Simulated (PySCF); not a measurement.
## Run report: C$_{6}$H$_{10}$N, EPR calculation

C$_{6}$H$_{10}$N, multiplicity 2, computed with UKS B3LYP, pcH-1 on C H N, non-relativistic, mean-field spin-orbit, GIAO (PySCF 2.14.0).

It belongs to a series of runs on one base structure; here: H removed from sp3 C.

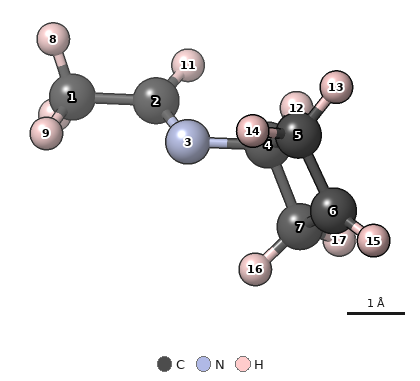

**Figure 1.** The structure as given in the input (ball-and-stick view, seen at a tilt; atoms are numbered from 1 in the order of the input).

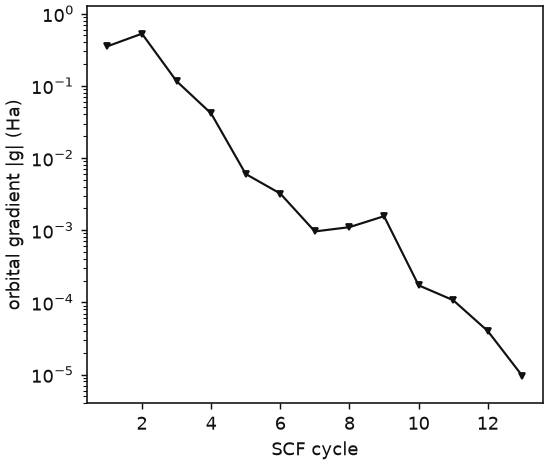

**Figure 2.** Convergence of the self-consistent field: orbital gradient |g| against the SCF cycle. All cycles printed in the log are drawn one after another.

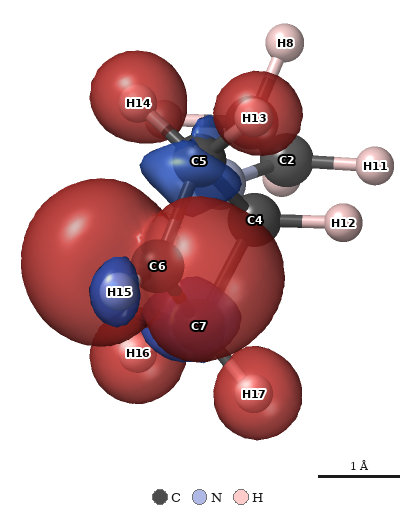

**Figure 3.** Isosurfaces of the spin density at +0.015 (red) and −0.015 e/Å³ (blue), seen at an oblique angle. The unpaired spin (1 electron) lies mostly on C6 (about 0.7), in electrons by Hirshfeld's partition.

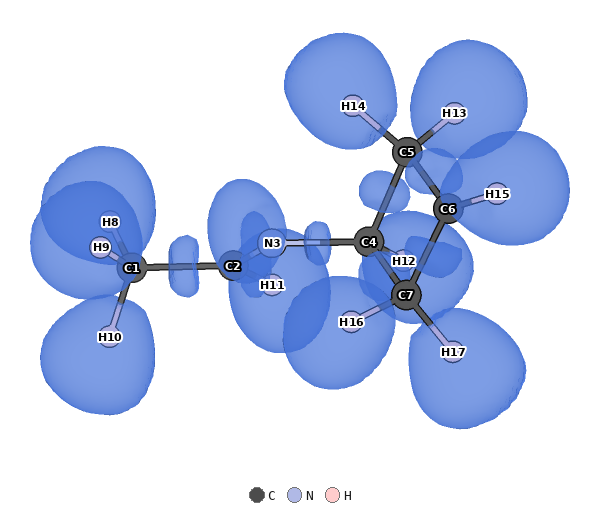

**Figure 4.** Isosurface of the electron localisation function at 0.85 (blue), seen at a tilt. Core shells and regions of very low density are left out. Profiles from the grid: C–N (1.25 Å): the ELF peaks at about 0.90 between the atoms; a double or triple bond. C–C (1.48 Å): the ELF peaks at about 0.95 between the atoms, which marks a shared electron pair.

The input that produced these results follows, with the program's output.

Input:
```
{"job": {"kind": "epr", "basis": "pcH-1"}, "charge": 0, "multiplicity": 2}
C      2.994105    -0.188051    -0.278168
C      1.570104    -0.591853    -0.411050
N      0.641901     0.120715     0.039553
C     -0.715782    -0.274158    -0.098016
C     -1.527887    -0.190293     1.219846
C     -2.434461     0.768311     0.548703
C     -1.628941     0.829506    -0.691823
H      3.546303    -0.952358     0.267016
H      3.065833     0.759102     0.247499
H      3.444343    -0.093251    -1.265359
H      1.387514    -1.548956    -0.928918
H     -0.830391    -1.244285    -0.609820
H     -1.966502    -1.131555     1.565187
H     -0.940318     0.227721     2.043669
H     -3.385341     1.178712     0.818077
H     -1.092093     1.770795    -0.849183
H     -2.135385     0.571928    -1.627124
```

The first line tells a small driver script what to run in PySCF; the rest is the geometry in Å.

Launch command:
```bash
OMP_NUM_THREADS=1 python <driver script> task.json out
```

What the program printed:
```
UKS, coarse grid
  cycle   1  E = -289.25983689  |g| = 3.52e-01
  cycle   2  E = -289.19229025  |g| = 5.27e-01
  cycle   3  E = -289.31968447  |g| = 1.16e-01
  cycle   4  E = -289.32491656  |g| = 4.14e-02
  cycle   5  E = -289.32568965  |g| = 6.00e-03
  cycle   6  E = -289.32570555  |g| = 3.21e-03
  cycle   7  E = -289.32571117  |g| = 9.59e-04
UKS, final grid
  cycle   1  E = -289.32573190  |g| = 1.10e-03
  cycle   2  E = -289.32573134  |g| = 1.56e-03
  cycle   3  E = -289.32573253  |g| = 1.72e-04
  cycle   4  E = -289.32573255  |g| = 1.07e-04
  cycle   5  E = -289.32573255  |g| = 4.00e-05
  cycle   6  E = -289.32573255  |g| = 9.55e-06
E = -289.32573255 Eh   <S^2> = 0.7543 (exact 0.7500)
g shifts (ppm)      1          2          3
  rmc          -135       -135       -135
  gc              1          9         22
  oz_so         -21        694        781
  total        -156        568        668
hyperfine (MHz)  atom isotope    a_iso     a_fc   dipolar eigenvalues
    0   13C       0.12       0.12     -0.12     -0.12      0.24
    1   13C       0.04       0.04     -0.26     -0.18      0.44
    2   14N      -0.76      -0.76     -0.16     -0.01      0.17
    3   13C       8.73       8.73     -1.55     -1.47      3.03
    4   13C     -36.14     -36.14     -2.77      0.49      2.28
    5   13C      95.11      95.11    -81.29    -79.92    161.21
    6   13C     -36.16     -36.16     -2.76      0.47      2.29
    7    1H       0.01       0.01     -0.33     -0.32      0.65
    8    1H      -0.04      -0.04     -0.48     -0.46      0.94
    9    1H       0.01       0.01     -0.34     -0.32      0.65
   10    1H       0.31       0.31     -0.71     -0.65      1.36
   11    1H      -4.07      -4.07     -2.74     -2.55      5.29
   12    1H     103.84     103.84     -4.37     -3.68      8.05
   13    1H     133.24     133.24     -4.94     -3.74      8.68
   14    1H     -63.61     -63.61    -38.61     -0.06     38.67
   15    1H     133.23     133.23     -4.93     -3.74      8.67
   16    1H     103.61     103.61     -4.37     -3.68      8.05
```

Key numbers:

```csv
quantity,value
outcome,converged
total energy,−289.325733 hartree
⟨S²⟩,0.754
isotropic g,2.0027
hardware,"1 CPU thread, shared host"
wall time,65 s
peak memory,1 GiB
```
